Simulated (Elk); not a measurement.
## AlNi3: parallel, opposed and spinless runs: order 1, typed as ferro +++

Elk 11.2.3 (patched build); PBE; all-electron APW+lo, Dirac cores, scalar-relativistic bands.

The parallel start comes first: it fits the smallest cell, keeps the most symmetry and shows whether parallel moments form.

Moments are seeded by fields in the spheres (the last three columns under atoms), set against the wanted direction and reduced each loop.

elk.in

```
tasks
  0
  33
  73

xctype
  20

reducebf
  0.5

epsengy
  1e-05

maxscl
  100

rgkmax
  7.0

nempty
  8

swidth
  0.003

lmaxi
  3

spinpol
  .true.

sppath
  './'

avec
  6.65760855553 0.00000000000 0.00000000000
  0.00000000000 6.65760855553 0.00000000000
  0.00000000000 0.00000000000 6.65760855553

atoms
  2
  'Al.in'
  1
  0.0000000000 0.0000000000 0.0000000000   0.000000 0.000000 0.000000
  'Ni.in'
  3
  0.0000000000 0.5000000000 0.5000000000   0.000000 0.000000 -0.030000
  0.5000000000 0.0000000000 0.5000000000   0.000000 0.000000 -0.030000
  0.5000000000 0.5000000000 0.0000000000   0.000000 0.000000 -0.030000

ngridk
  8 8 8

plot3d
  0 0 0
  1 0 0
  0 1 0
  0 0 1
  18 18 18
```

Launch:

```console
> OMP_NUM_THREADS=4 elk
```

Q: Predict the spin moment in the muffin-tin sphere.

The site moments add up to 0.53 μB, near the cell's 0.50 μB; the space between the atoms is polarised against them. Symmetry leaves 2 kinds of site among the 4 atoms, and equivalent atoms carry values of equal size.

Spin moment in the muffin-tin sphere by atom:

| atom | spin moment in the muffin-tin sphere (μB) |
| --- | --- |
| Al1 | -0.012 |
| Ni2 | 0.179 |
| Ni3 | 0.179 |
| Ni4 | 0.179 |

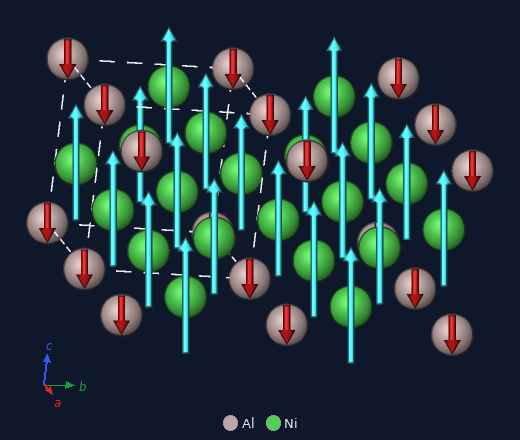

Spin moment in the muffin-tin sphere as arrows, the longest 0.179 μB. Up and down stand for the sign. Arrows give size and sign along the axis of quantisation, drawn up and down the page. Each arrow also spans its atom, so small moments look longer than they are. The two directions have two colours. 2×2×1 cells are drawn. Some periodic images of atoms are drawn too.

This step gave:

* moment between the spheres: -0.02843 μB
* magnetization: 0.4973 μB
* final state: ferromagnetic

[Logs and program files are shortened in this print: banners, set-up blocks, solver, clock and traceback lines can be left out without a mark of their own.]

[Logs are printed without paths, hosts, clocks, repeated set-up lines and the standing remarks that a program may print on its own settings, such as how far it seeks lower states.]

[Hosts, paths, dates, database ids (printed as entryN), source tags and the programs' standing remarks are cut or masked in the printed files.]

[Where a cell is said to come from a database of computed structures, the database is the Materials Project.]
